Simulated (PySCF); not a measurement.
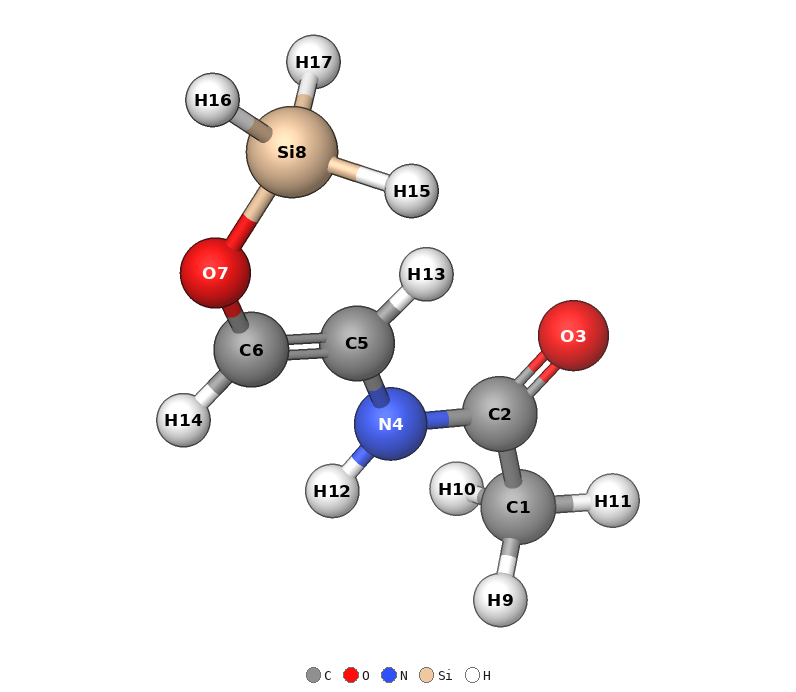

Numbered structure. The computed structure is the end point of a PBE0-D3(BJ)/def2-SVP optimisation. No frequency run is at hand to confirm it as a minimum.

What are the angles C2–C1–H9, C2–C1–H10, C2–C1–H11, C2–N4–C5, C2–N4–H12, N4–C5–H13, C5–C6–O7, C6–C5–H13, O7–C6–H14, O7–Si8–H15, O7–Si8–H16, O7–Si8–H17?

| angle | degrees |
| --- | --- |
| C2–C1–H9 | 111.7 |
| C2–C1–H10 | 110.3 |
| C2–C1–H11 | 108.6 |
| C2–N4–C5 | 122.1 |
| C2–N4–H12 | 118.9 |
| N4–C5–H13 | 112.5 |
| C5–C6–O7 | 125.6 |
| C6–C5–H13 | 123.5 |
| O7–C6–H14 | 112.4 |
| O7–Si8–H15 | 110.4 |
| O7–Si8–H16 | 105.1 |
| O7–Si8–H17 | 110.2 |
